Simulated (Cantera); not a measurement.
A closed system holds: 1 mol Al, 0.0023 mol O2, 9.4 mol H2, at 10000 Pa.

Cantera equilibrium calculation (NASA polynomials, part measured and part estimated; ideal gas, pure solids and liquids). Candidate condensed phases: Al, Al2O3, H2O; 19 gas species. Mutual solubility and eutectic melting of coexisting phases are not modelled. Rates play no part.

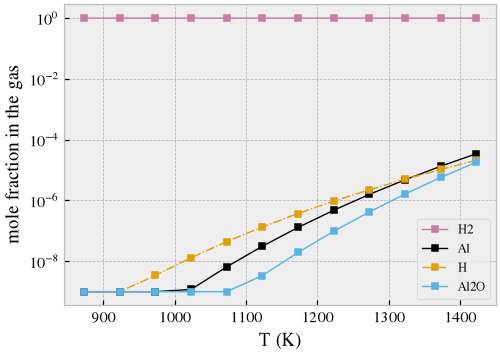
Equilibrium gas composition (values under 1e-9 drawn at 1e-9)

Problem. Read off the mole fractions at 1373 K.

Solution. H2 about 1.00, Al about 1.3e-5, H about 1.1e-5, Al2O about 5.7e-6.
